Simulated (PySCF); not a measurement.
**C2H7N3OSi2: density, localisation and related maps**

The calculation's input:

```
{"job": {"kind": "nmr", "xc": "PBE0", "basis": "pcSseg-1", "every": 1, "pop": false}, "charge": 0, "multiplicity": 1}
N      4.077885     0.051386     0.109467
C      2.979977    -0.120641    -0.166535
Si     1.214787    -0.446271    -0.694790
N      0.402473     1.043795    -0.856554
C     -0.915465     1.196509    -0.271669
Si    -1.134364    -0.174044     1.039593
O     -2.535746    -0.993607     0.954666
N      0.269469    -1.084483     0.602643
H      1.258445    -1.355983    -1.850493
H      0.635036     1.729600    -1.555860
H     -0.998709     2.192294     0.170982
H     -1.691465     1.136906    -1.047057
H     -1.135244     0.265972     2.424776
H     -2.844908    -1.401299     0.149300
H      0.416659    -2.019447     0.936860
```

Command:

```sh
OMP_NUM_THREADS=1 python ens_run.py task.json out
```

Geometry: GFN2-xTB, coordinate held.

Computed with PBE0/pcSseg-1, SCF density, gas phase, non-relativistic (PySCF).

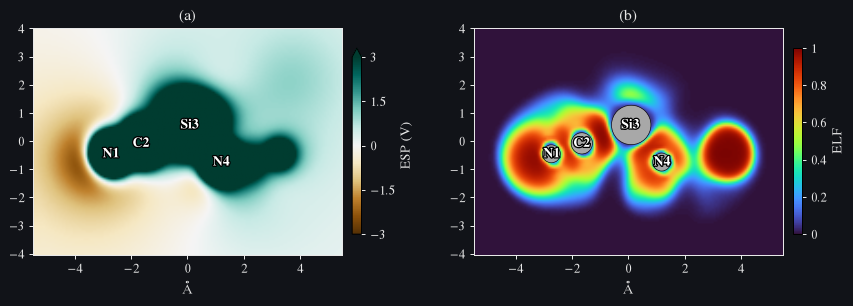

Figure 1. (a) molecular electrostatic potential; (b) ELF on the plane of atoms C2, Si3 and N4. Grey discs cover the atomic cores in the ELF map.

Question: What do the fields say about this system?

Answer: The section cuts through N, C and Si sites. C–N (1.15 Å): the ELF peaks at about 0.85 between the atoms: a multiple bond. Si–N (1.70 Å): the ELF peaks at about 0.90 between the atoms (a shared but strongly polarised pair). C–Si (1.87 Å): the ELF peaks at about 1 between the atoms: a covalent bond. The ELF also peaks beside N1, away from the bonds: lone-pair regions. Outside the dense part of the molecule the potential is most negative (−2.3 V) near N1.

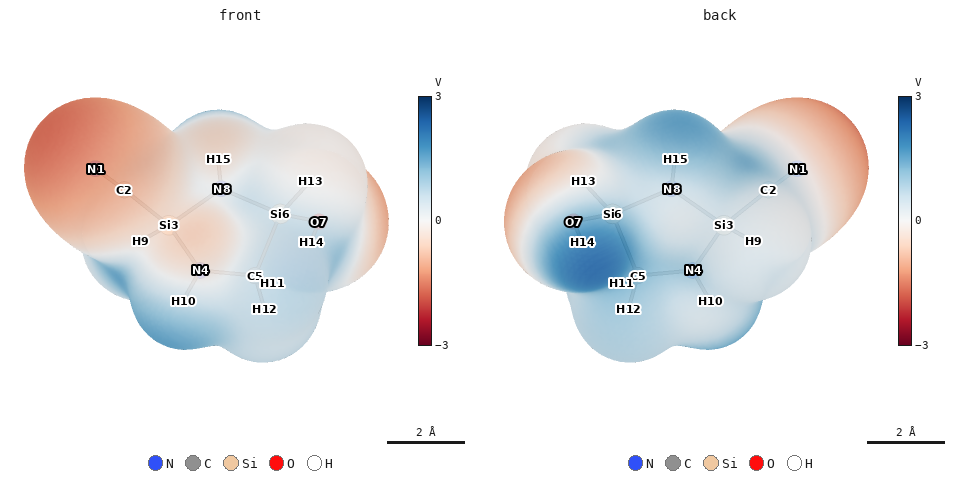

Figure 2. The molecular electrostatic potential painted on the density surface at 0.001 e/bohr³, seen from the front and from behind; red is negative and blue positive.

Question: Which sites attract a positive test charge, and which a negative one?

Answer: A positive charge is drawn to the negative regions and a negative charge to the positive ones. The most negative region (about −1.7 V) lies over N1, the most positive (about +2.3 V) over H14. N1 is the likeliest acceptor of a hydrogen bond.

Question: What dipole moment does the calculation give?

Answer: Its dipole moment is 4.88 D.
